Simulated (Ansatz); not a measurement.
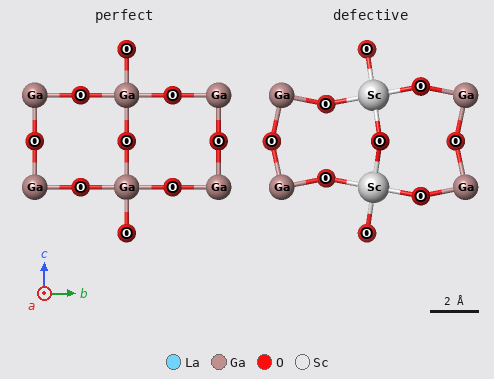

Left: perfect LaGaO$_{3}$. Right: the same region with a pair of point defects, after relaxing the atoms in a supercell of 40 sites. The picture is a ball-and-stick view of the atoms within 4.6 Å of one point, in a slice 3.4 Å thick across the line of sight, seen along the a axis.

The calculation used DFT, PBEsol, PAW, plane waves (Ansatz 0.2.0). (plane-wave cutoff 420 eV; k-point mesh 1 × 1 × 1; mesh shifted by (0.25, 0.25, 0.25); no spin polarisation) Fermi-Dirac smearing of 0.01 eV. The axes drawn are those of the host's conventional cell.

**What kind of defect was made?**

Two gallium atoms are replaced by scandium, the two sites 3.9 Å apart.

The charge state of the cell is 0.

**What does the relaxation do around it?**

One site: in the host the Ga atom has 6 O at 1.93 Å; the Sc atom ends with 6 O at 2.01 to 2.04 Å. The other site: in the host the Ga atom has 6 O at 1.93 Å; the Sc atom ends with 6 O at 2.01 to 2.04 Å. Of the host's atoms, an oxygen atom moves furthest from its site, by 0.54 Å.

Limits of the set-up: the periodic images lie only 7.7 Å apart, so the values are limited by the cell's size.
